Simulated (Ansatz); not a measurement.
# BHSCl (SMILES S[B]Cl) at 6 levels

Wanted: a comparison of 6 runs (UHF/STO-3G, UPBE/STO-3G, UMP2/STO-3G, UBCCD(T)/STO-3G, UCCSDT(Q)/STO-3G, UCCSD/STO-3G) of BHSCl. 

The calculation is run with Ansatz 0.2.0.

75 further runs of the same task are left out: 2 that didn't finish, 73 set aside as unsound or not needed.

## Step 1: The molecule

BHSCl has 4 atoms, charge 0, and is taken as a doublet. As SMILES, `S[B]Cl`. The B2–S1 distance was set to 2.649 Å, away from the relaxed value. At this shape a bond of the SMILES string is far longer than usual.

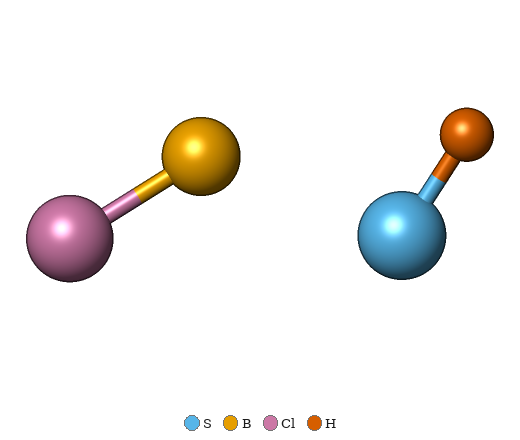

The structure, seen from a chosen angle (sulfur blue, boron amber, chlorine pink, hydrogen orange).

## Step 2: A single-point energy at UHF/STO-3G (run 1)

Input file in.yaml:

```yaml
crystal:
  periodic: [false, false, false]
  atoms:
    - {symbol: S, position_ang: [0.999415, -1.421522, 0.970015]}
    - {symbol: B, position_ang: [-0.299600, 0.475700, -0.345800]}
    - {symbol: Cl, position_ang: [-2.014100, 0.616000, -0.427300]}
    - {symbol: H, position_ang: [2.235915, -0.995322, 0.660015]}
basis:
  gaussian:
    orbitals: STO-3G
magnetization:
  spin_polarized: true
  initial_magnetization: 1
hamiltonian:
  xc: hf
accuracy: high
```

On the command line:

```console
$ ansatz run in.yaml --threads 1 --pin off --max-ram 2610MiB --events-out events.jsonl --progress --plain --runs-dir runs
```

Log:

```text
Warning: RAYON_NUM_THREADS=1 ignored (pool sized by the plan → 1); use --threads N
Functional definition: HF
  name "HF"
  exchange = exact_x
  correlation = 0
409 factors; integrals over basis functions are off by at most 8.2e-9 eV
mean field evaluation 1: about -23740.1324 eV, gradient 1.6e1 eV
mean field evaluation 2: about -23740.1777 eV, gradient 1.6e1 eV
mean field evaluation 4: about -23743.7156 eV, gradient 2.8e0 eV
mean field evaluation 8: about -23744.1362 eV, gradient 1.4e-1 eV
mean field evaluation 16: about -23744.1333 eV, gradient 2.7e-8 eV
mean field evaluation 32: about -23743.7610 eV, gradient 3.1e-1 eV
mean field evaluation 64: about -23743.9868 eV, gradient 6.2e-1 eV
mean field evaluation 96: about -23742.8875 eV, gradient 2.3e0 eV
mean field evaluation 128: about -23734.4551 eV, gradient 6.8e0 eV
mean field evaluation 160: about -23743.8954 eV, gradient 2.3e0 eV
mean field -23744.13327941 eV, -872.5808036665 hartree, gradient 2.7e-8 eV, S^2 1.066747; 3 other end points of the search recorded, 0 dependent functions left out
reference -23744.13327941 eV, -872.5808036665 hartree; 20, 19 occupied and 4, 5 virtual orbitals, 409 factors
Total energy: -23744.13327941 eV, -872.5808036665 hartree
```

Wall time 0.54 s (1 thread of Arm Neoverse V1, shared host).

## Step 3: The energy at UPBE/STO-3G (run 2)

Input file molecule.yaml:

```yaml
crystal:
  periodic: [false, false, false]
  atoms:
    - symbol: S
      position_ang: [0.999415, -1.421522, 0.970015]
    - symbol: B
      position_ang: [-0.299600, 0.475700, -0.345800]
    - symbol: Cl
      position_ang: [-2.014100, 0.616000, -0.427300]
    - symbol: H
      position_ang: [2.235915, -0.995322, 0.660015]
basis:
  gaussian:
    orbitals: STO-3G
accuracy: high
magnetization:
  spin_polarized: true
  initial_magnetization: 1
hamiltonian:
  xc: pbe
```

On the command line:

```console
$ ansatz run molecule.yaml --threads 1 --pin off --max-ram 2610MiB --events-out events.jsonl --progress --plain --runs-dir runs
```

Log:

```text
Warning: RAYON_NUM_THREADS=1 ignored (pool sized by the plan → 1); use --threads N
Functional definition: PBE
  name "PBE"
  parameter kappa = 0.804
  parameter beta = 0.06672455060314922
  exchange = pbe_x(kappa = kappa, mu = beta*pi^2/3)
  correlation = pbe_c(beta = beta)
409 factors; integrals over basis functions are off by at most 8.2e-9 eV
mean field evaluation 1: about -23769.0632 eV, gradient 9.2e0 eV
mean field evaluation 2: about -23718.2282 eV, gradient 6.2e1 eV
mean field evaluation 4: about -23769.7316 eV, gradient 5.1e0 eV
mean field evaluation 8: about -23770.0086 eV, gradient 1.2e-1 eV
mean field evaluation 16: about -23770.0090 eV, gradient 1.5e-4 eV
mean field evaluation 32: about -23769.8045 eV, gradient 1.6e0 eV
mean field -23770.00897438 eV, -873.5317179178 hartree, gradient 9.9e-8 eV, S^2 0.772124; 5 other end points of the search recorded, 0 dependent functions left out
reference -23770.00897624 eV, -873.5317179859 hartree; 20, 19 occupied and 4, 5 virtual orbitals, 409 factors
Total energy: -23770.00897624 eV, -873.5317179859 hartree
```

It took 2.7 s on 1 thread of Arm Neoverse V1, shared host; peak memory 0.13 GiB.

Runs 3 to 4 aren't shown in full; the table further down has their settings and results.

## Step 4: A single-point energy at UCCSDT(Q)/STO-3G (run 5)

Input file job.yaml:

```yaml
crystal:
  periodic: [false, false, false]
  atoms:
    - {symbol: S, position_ang: [0.999415, -1.421522, 0.970015]}
    - {symbol: B, position_ang: [-0.299600, 0.475700, -0.345800]}
    - {symbol: Cl, position_ang: [-2.014100, 0.616000, -0.427300]}
    - {symbol: H, position_ang: [2.235915, -0.995322, 0.660015]}
basis:
  gaussian: {orbitals: STO-3G}
scf: {omitted_lower_state_checks: [cluster_reference, increment]}
correlation: {method: ccsdt_q, frozen_orbitals: {B: 1, Cl: 5, H: 0, S: 5}}
magnetization: {spin_polarized: true, initial_magnetization: 1}
accuracy: high
```

On the command line:

```console
$ ansatz run job.yaml --threads 1 --pin off --max-ram 2610MiB --events-out events.jsonl --progress --plain --runs-dir runs
```

Log:

```text
Warning: RAYON_NUM_THREADS=1 ignored (pool sized by the plan → 1); use --threads N
[... 15 lines left out ...]
11 core orbitals not correlated: weight in the atoms' cores, before any rotation towards them, 1.000 or more for the frozen orbitals, at most 0.000 for the correlated occupied ones
[... 61 lines left out ...]
Total energy: -23746.42879984 eV, -872.6651624864 hartree
Checks for a lower state left out: cluster_reference, increment
```

Wall time 2.7 s (1 thread of Arm Neoverse V1, shared host); peak memory 0.11 GiB.

## Step 5: A single-point energy at UCCSD/STO-3G (run 6)

Input file job.yaml:

```yaml
crystal:
  periodic: [false, false, false]
  atoms:
    - symbol: S
      position_ang: [0.999415, -1.421522, 0.970015]
    - symbol: B
      position_ang: [-0.299600, 0.475700, -0.345800]
    - symbol: Cl
      position_ang: [-2.014100, 0.616000, -0.427300]
    - symbol: H
      position_ang: [2.235915, -0.995322, 0.660015]
basis:
  gaussian:
    orbitals: STO-3G
accuracy: high
correlation:
  method: ccsd
  frozen_orbitals: {B: 1, Cl: 5, H: 0, S: 5}
magnetization:
  spin_polarized: true
  initial_magnetization: 1
scf:
  omitted_lower_state_checks: [cluster_reference, increment]
```

On the command line:

```console
$ ansatz run job.yaml --threads 1 --pin off --max-ram 2610MiB --events-out events.jsonl --progress --plain --runs-dir runs
```

Log:

```text
Warning: RAYON_NUM_THREADS=1 ignored (pool sized by the plan → 1); use --threads N
[... 15 lines left out ...]
11 core orbitals not correlated: weight in the atoms' cores, before any rotation towards them, 1.000 or more for the frozen orbitals, at most 0.000 for the correlated occupied ones
[... 43 lines left out ...]
Total energy: -23746.32729666 eV, -872.6614323134 hartree
Checks for a lower state left out: cluster_reference, increment
```

It took 0.89 s on 1 thread of Arm Neoverse V1, shared host.

## Step 6: All runs side by side

```csv
run,level,frozen core orbitals,energy (Eh),⟨S²⟩,wall time
1,UHF/STO-3G,–,-872.580804,1.067,0.54 s
2,UPBE/STO-3G,–,-873.531718,0.772,2.7 s
3,UMP2/STO-3G,11,-872.627436,1.067,0.73 s
4,UBCCD(T)/STO-3G,11,-872.663748,1.067,1 s
5,UCCSDT(Q)/STO-3G,11,-872.665162,1.067,2.7 s
6,UCCSD/STO-3G,11,-872.661432,1.067,0.89 s
```

## Step 7: Outcome

| quantity | value |
| --- | --- |
| run 6: total energy | -872.66143 Eh |
| run 6: correlation energy (11 core orbitals frozen) | -80.6 mEh |
| run 6: ⟨S²⟩ of the reference determinant | 1.067 |
| run 6: T1 diagnostic | 0.038 |

Below the UHF energy at the same shape and in the same basis (STO-3G): UMP2 -46.6 mEh; UBCCD(T) -82.9 mEh; UCCSDT(Q) -84.4 mEh; UCCSD -80.6 mEh. In runs 1, 2, 3, 4, 5, 6 the basis is minimal, so the values are rough. Spin contamination of the reference: run 1 ⟨S²⟩ = 1.07, run 3 ⟨S²⟩ = 1.07, run 4 ⟨S²⟩ = 1.07, run 5 ⟨S²⟩ = 1.07, run 6 ⟨S²⟩ = 1.07. All runs together took 8.6 s, the longest 2.7 s.
